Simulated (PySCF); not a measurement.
```xyz
5

B     0.0000    0.0000   -1.3102
B     0.0000    0.0000    1.3102
O     0.0000    0.0000    0.0000
O     0.0000    0.0000    2.5159
O     0.0000    0.0000   -2.5159
```

Geometry: PBE0-D3(BJ)/def2-SVP.

Level of theory: PySCF, Gaussian-basis quantum chemistry of an isolated molecule with PySCF, energy and nuclear gradient, functional PBE0.

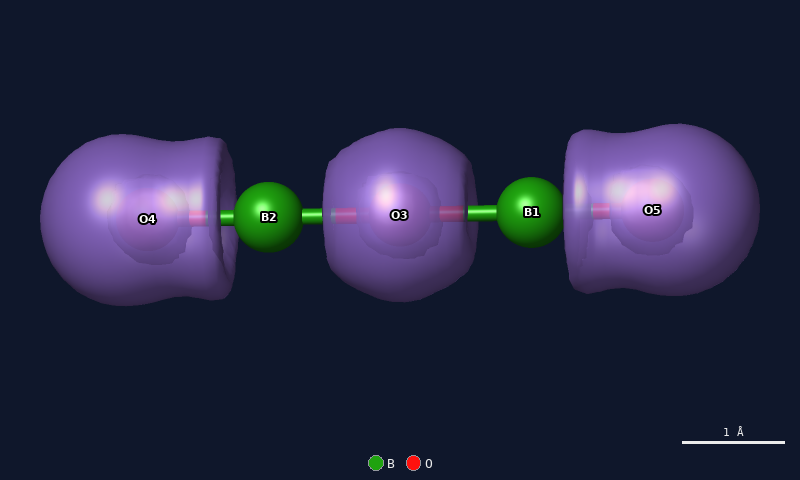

B₂O₃ (SMILES O=BOB=O). Isosurface of the ELF at 0.75 (purple), seen from one side. Only the valence region is drawn (cores and ρ < 0.01 e/Å³ removed).

### What do the ELF domains correspond to?

The ELF exceeds this value in three regions on O in which the atom's valence shell and bonds are merged. Along the contacts the grid gives the following. B–O (1.21 Å): the ELF peaks at about 0.80 between the atoms (a polar covalent bond). B–O (1.31 Å): the ELF peaks at about 0.85 between the atoms: a polar covalent bond.
